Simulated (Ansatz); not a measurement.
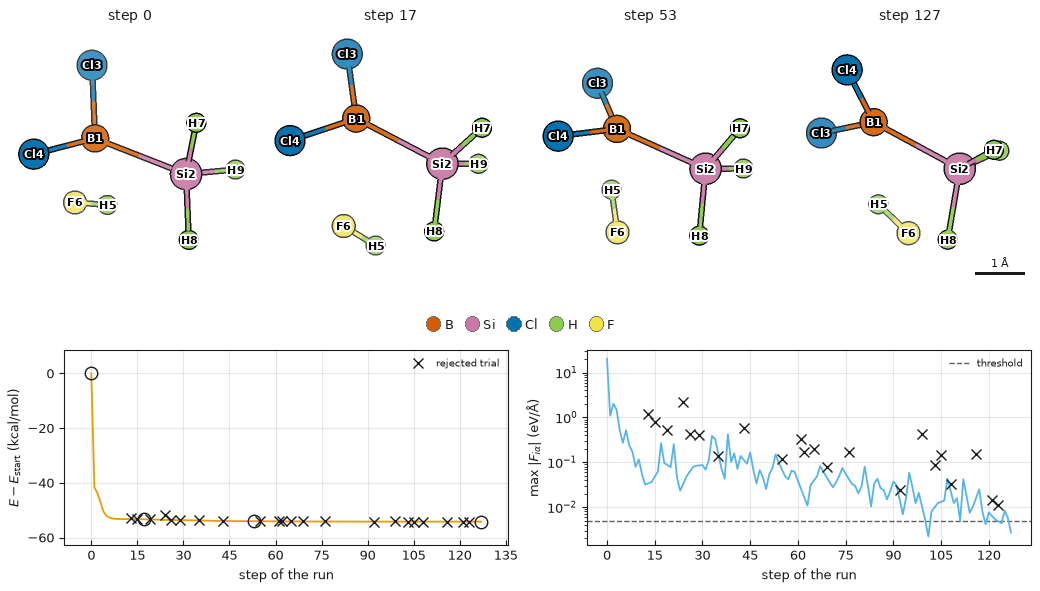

Frames of a relaxation of BSiH4Cl2F (started from a transition state, displaced along its imaginary mode), marked on the history of the run. A ball-and-stick model, seen from a free direction.

All numbers below come from Ansatz, RKS PBE0-D4/def2-TZVP.

Input file:
```yaml
crystal:
  periodic: [false, false, false]
  atoms:
    - {symbol: B, position_ang: [-0.712313, -0.646339, 0.051243]}
    - {symbol: Si, position_ang: [0.392326, 1.071777, -0.228265]}
    - {symbol: Cl, position_ang: [-1.231439, -1.496666, -1.415979]}
    - {symbol: Cl, position_ang: [-1.757614, -0.683821, 1.483974]}
    - {symbol: H, position_ang: [0.934392, -1.032958, 0.457458]}
    - {symbol: F, position_ang: [0.789389, -1.746266, 0.631459]}
    - {symbol: H, position_ang: [-0.817782, 1.811634, -0.663225]}
    - {symbol: H, position_ang: [0.985475, 1.685779, 0.996417]}
    - {symbol: H, position_ang: [1.417566, 1.036760, -1.313082]}
basis:
  gaussian: {orbitals: def2-TZVP}
hamiltonian: {xc: pbe0, dispersion: d4}
relax: {f_tol: 0.005, max_steps: 200}
```

Run as
```bash
ansatz run in.yaml --threads 4 --pin off --events-out ev --progress --plain --max-ram 9574MiB
```

**What happens along the run?**

Over 105 accepted moves (127 points after the start) the energy falls by 54.2 kcal/mol. The largest force component goes from 20 to 0.0027 eV/Å. The line search rejected the trial steps at points 13, 15, 19, 24, 26, 29, 35, 43 and more of the run. The forces were under the threshold at step 101, but the run went on from there. The atom that moves furthest after the best rigid fit is Cl4 (1.97 Å). By element the largest moves are Cl 1.97 Å, F 1.61 Å, H 0.99 Å, B 0.68 Å, Si 0.32 Å. Among the contacts that change: B1–F6 1.950 → 3.804 Å, B1–H5 1.740 → 3.109 Å, H5–F6 0.748 → 0.928 Å, B1–Si2 2.062 → 2.023 Å. Bond angles that change, for instance: B1–Si2–H7 91.0° → 109.7°, B1–Si2–H9 116.5° → 108.9°, B1–Si2–H8 116.4° → 108.7°. The run took 5.5 min on 4 threads of Arm Neoverse V2, on a shared host. From step 0 to 17: H5 moves most (1.32 Å), energy −53.3 kcal/mol. From step 17 to 53: H5 moves most (1.13 Å), energy −0.72 kcal/mol. From step 53 to 127: Cl4 moves most (1.46 Å), energy −0.15 kcal/mol.
